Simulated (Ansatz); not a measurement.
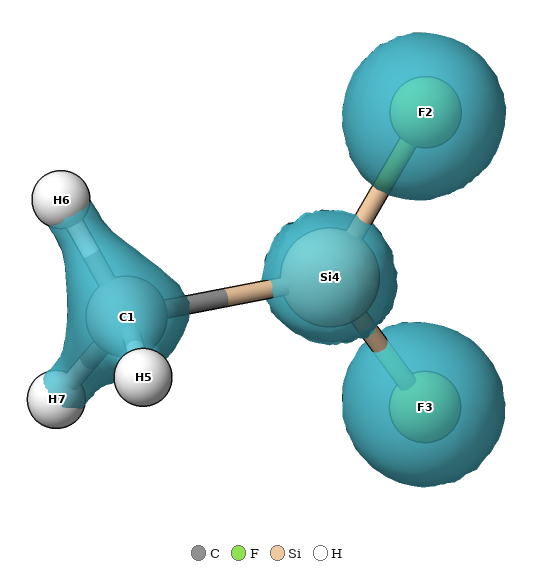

The picture shows: CH₃F₂Si (SMILES C[Si+](F)F) (charge +1). Isosurface of the electron density at 1.5 e/Å³ (cyan), seen at a tilt.

Geometry: B3LYP/6-31G*.

Level of theory: isolated molecule in a Gaussian basis; Kohn-Sham density functional theory, functional PBE0 in Ansatz.

```yaml
atoms:
  - { symbol: C, position_ang: [0.1573, -0.9275, 0.6678] }
  - { symbol: F, position_ang: [-1.4185, 0.9027, -1.0756] }
  - { symbol: F, position_ang: [-1.7489, -1.6503, -1.5011] }
  - { symbol: Si, position_ang: [-1.0349, -0.5493, -0.6616] }
  - { symbol: H, position_ang: [1.1566, -1.0377, 0.2209] }
  - { symbol: H, position_ang: [0.1799, -0.1053, 1.3920] }
  - { symbol: H, position_ang: [-0.1170, -1.8714, 1.1531] }
```

How is the density connected at this value?

At this value the surface falls into four separate pieces. It bridges the sampled C–H (1.10 Å) contacts, where the density stays above the isovalue. It is pinched off along the sampled Si–F (1.56 Å) and C–Si (1.83 Å) contacts. On the grid the lowest density along these lines, outside the cores, is 1.1 e/Å³ (Si–F, 1.56 Å), 0.94 e/Å³ (C–Si, 1.83 Å) and 1.8 e/Å³ (C–H, 1.10 Å).
